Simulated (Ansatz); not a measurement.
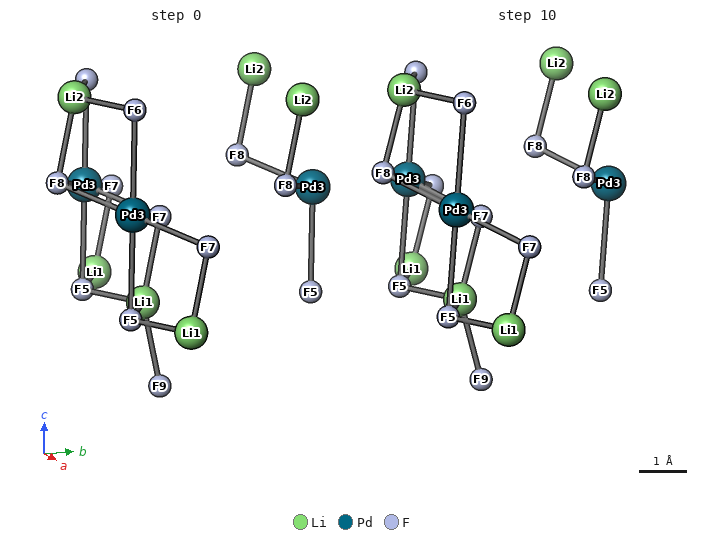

The structure of crystalline LiPdF3 (built on the NaFeF3-63 type type) before (left) and after (right) a relaxation, at one scale.

Style: ball-and-stick. Shown: the atoms within 4.2 Å of the atom that moves most (axes of the conventional cell (2 times the calculation's cell)), slightly off an axis. Lengths and directions refer to the drawn axes.

These are results of DFT, r2SCAN+rVV10, plane waves, PAW in Ansatz 0.2.0, not measurements. Settings: plane-wave cutoff 500 eV; k-point mesh 8 × 8 × 4; occupations fermi dirac; smearing width 0.03 eV; no spin polarisation; cell and atoms relaxed; force threshold 0.01 eV/Å; at most 120 steps.

**What changed between the two?**

The largest moves relative to the cell, 0.14 Å, are those of F7, F8, F9 and F10. F7 goes roughly along [0 1 −1]. By element the largest moves are F 0.14 Å, Li 0.04 Å. Pd stays in place. The volume changes by −11.6 %, with a 3.424 → 3.441 Å (+0.5 %), b 9.143 → 7.908 Å (−13.5 %), c 9.131 → 9.282 Å (+1.7 %). Near-neighbour distances that change, for instance: Li1–F7 1.885 → 1.839 Å, Pd3–F5 2.283 → 2.328 Å, Li1–F5 1.895 → 1.901 Å, Pd3–F7 2.107 → 2.112 Å. Among the angles between lasting bonds that change: F7–Li1–F9 156.7° → 150.3°. The space group stays Cmcm (No. 63). Over 8 accepted moves (10 points after the start) the energy falls by 13.4 meV per atom. Largest force component: 0.14 eV/Å at the start, 0.0038 eV/Å at the end. The pressure goes from −0.31 to 0.01 GPa. The SCF was repeated twice at an unchanged geometry on a basis and grid sized afresh for the cell, which shifted the energy by 1.5 meV per atom at most.
